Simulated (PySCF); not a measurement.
SMILES [SiH3]B(F)C, singlet at its PBE0/def2-SVP optimised geometry (Å):

```
10

B      0.0947     0.8849     0.0000
F     -0.5507     2.0503     0.0000
C      1.6563     0.8849     0.0000
H      2.0078     0.4542    -0.9556
H      2.0511     0.2145     0.7816
H      2.0957     1.8869     0.1159
Si    -1.0746    -0.7972    -0.0420
H     -0.2683    -2.0503     0.1059
H     -1.8129    -0.8770    -1.3445
H     -2.0957    -0.7652     1.0539
```

Calculation: PBE0/def2-TZVP run with PySCF.

Map of the electron localisation function on the plane z = 1.0 Å:

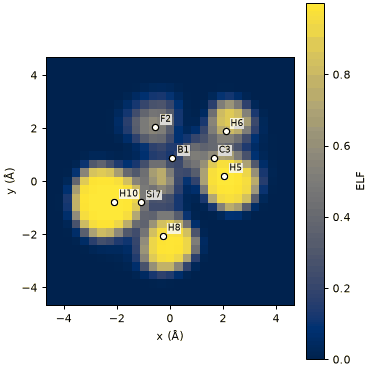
Fig. 1. Electron localisation function on the plane z = 1.0 Å.
